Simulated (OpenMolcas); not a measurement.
# Au⁴⁺ among point charges: CASSCF and CASPT2 levels and susceptibility

How does a field of 4 point charges split the states of Au⁴⁺, and what χT follows?

Program: OpenMolcas 26.06. Level of theory: state-averaged CASSCF and CASPT2, spin-orbit coupling by RASSI with atomic mean-field integrals. These are calculated values, not measurements, unless marked.

## (1) Starting point

```
Species                           : Au⁴⁺ (gold, Z = 79, 75 electrons)
Basis                             : ANO-RCC-VDZP [7s6p4d2f], 59 functions
Scalar Hamiltonian                : DKH2, point nucleus
Inactive shells                   : 1s 2s 2p 3s 3p 3d 4s 4p 4d 4f 5s 5p
Active space                      : 7 electrons in 5 orbitals (5d)
Some configurations of this space : 5d⁷
Orbitals                          : optimised for each spin and parity, averaged over all roots
```

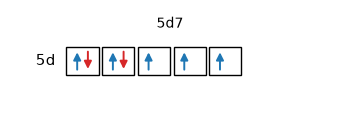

Occupation of the outer shells (arrows by Hund's rule).

The ion sits among 4 point charges of -2 e arranged as a tetrahedron (Td), 1.64 Å from the ion.

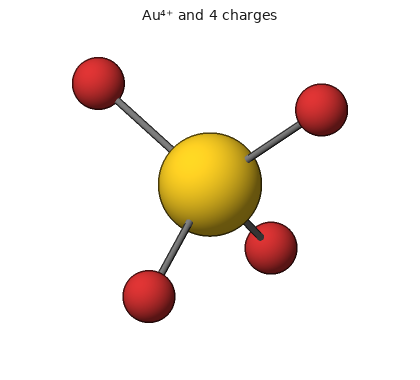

The ion and the point charges (red).

Each step is its own input file, run in one work folder so that later steps find the files of earlier ones. Labels, J, g values, rates, χT and fits are worked out afterwards by a script from the matrices that RASSI stores.

## (2) GATEWAY and SEWARD: basis and integrals

a.inp reads:

```
&GATEWAY
Coord
1

Au 0.0 0.0 0.0
Basis=ANO-RCC-VDZP
Group=NoSym
NoMove
AngMom=0.0 0.0 0.0
AMFI
XField
4 Angstrom 0
0.946854 0.946854 0.946854 -2.000000
0.946854 -0.946854 -0.946854 -2.000000
-0.946854 0.946854 -0.946854 -2.000000
-0.946854 -0.946854 0.946854 -2.000000
&SEWARD
```

The run is started by

```console
$ OMP_NUM_THREADS=1 MOLCAS_MEM=1689 MOLCAS_PROJECT=a pymolcas a.inp > a.log
```

## (3) CASSCF: quartets, 10 roots

a.inp reads:

```
&RASSCF
FileOrb=start.orb
Symmetry=1
Spin=4
nActEl=7 0 0
Inactive=34
Ras2=5
CIRoot=10 10 1
SDav=10
CIMx=300
Iter=120 100
PrWF=0.3
OrbListing=Nothing
MaxOrb=0
>>> COPY $Project.JobIph JOB001
```

start.orb holds the contracted functions of the basis, ordered by shell, or the orbitals of the step before.

## (4) Reference wave functions, doublets, 40 roots

a.inp reads:

```
&RASSCF
FileOrb=start.orb
Symmetry=1
Spin=2
nActEl=7 0 0
Inactive=34
Ras2=5
CIRoot=40 40 1
SDav=40
CIMx=300
Iter=120 100
PrWF=0.3
OrbListing=Nothing
MaxOrb=0
>>> COPY $Project.JobIph JOB002
```

## (5) RASSI: spin-orbit coupling between the states

a.inp reads:

```
&RASSI
NrOfJobIphs=2 10 40
1 2 3 4 5 6 7 8 9 10
1 2 3 4 5 6 7 8 9 10 11 12 13 14 15 16 17 18 19 20 21 22 23 24 25 26 27
28 29 30 31 32 33 34 35 36 37 38 39 40
IphNames
JOB001
JOB002
EJob
SpinOrbit
DIPRint=1.0
SOCoupling=1000.0
Subsets=2
Property=9
'ANGMOM' 1 'ANGMOM' 2 'ANGMOM' 3 'MLTPL  1' 1 'MLTPL  1' 2 'MLTPL  1' 3
'AMFI' 1 'AMFI' 2 'AMFI' 3
SOProperty=3
'ANGMOM' 1 'ANGMOM' 2 'ANGMOM' 3
```

## (6) CASPT2: IPEA 0.25, imaginary shift 0.1 (closed shells correlated: 4f 5s 5p)

a.inp reads:

```
>>> COPY JOB001 $Project.JobIph
&CASPT2
Multistate=10 1 2 3 4 5 6 7 8 9 10
NoMult
Frozen=23
IPEA=0.25
Imaginary=0.1
MaxIter=60
WThr=0.0 0.3 0.05
PrWF=0.5
NoMix
>>> COPY JOB002 $Project.JobIph
&CASPT2
Multistate=40 1 2 3 4 5 6 7 8 9 10 11 12 13 14 15 16 17 18 19 20 21 22
23 24 25 26 27 28 29 30 31 32 33 34 35 36 37 38 39 40
NoMult
Frozen=23
IPEA=0.25
Imaginary=0.1
MaxIter=60
WThr=0.0 0.3 0.05
PrWF=0.5
NoMix
```

(Steps that only read results are left out.)

Before running it: what results should come out? Wanted: spin-free ground state; first state of the same spin within the active space; lowest level; next level.

**Answer**, as computed:

| quantity | value |
| --- | --- |
| method | SS-CASPT2, IPEA 0.25, imaginary shift 0.1 (closed shells correlated: 4f 5s 5p) |
| spin-free ground state | 4A2, 1-fold in its orbital part |
| first state of the same spin within the active space | 4T2 at 6460 cm⁻¹ |
| lowest level | 4-fold Γ8 |
| next level | 3392.5 cm⁻¹ |
| χT at 300 K | 3.96 cm³ K/mol |
| effective moment at 300 K | 5.63 μB |

Cost by method:

| method | time of its own steps | time with the reference |
| --- | --- | --- |
| A. CASSCF | 39 s | 39 s |
| B. SS-CASPT2, IPEA 0.25, imaginary shift 0.1, +4f 5s 5p | 29 s | 67 s |

Times are of one thread on a shared host.

The spin-free ground state (4A2) comes to 100 % from free-ion F terms and keeps the highest spin of the shell. χT at 300 K is 3.96, against 1.88 cm³ K/mol for the spin alone, so orbital moment adds to it. A ligand-field fit to the states below 45000 cm-1 gives 10Dq = -6605 cm-1, B = 820 cm-1 and C = 3747 cm-1 (C/B = 4.57), with a deviation of 333 cm-1. CASPT2 does not keep the components of a term degenerate, and the means are used. The field of point charges can differ much from that of real complexes. Point charges carry no covalency, so the field is a model and not that of real ligands.
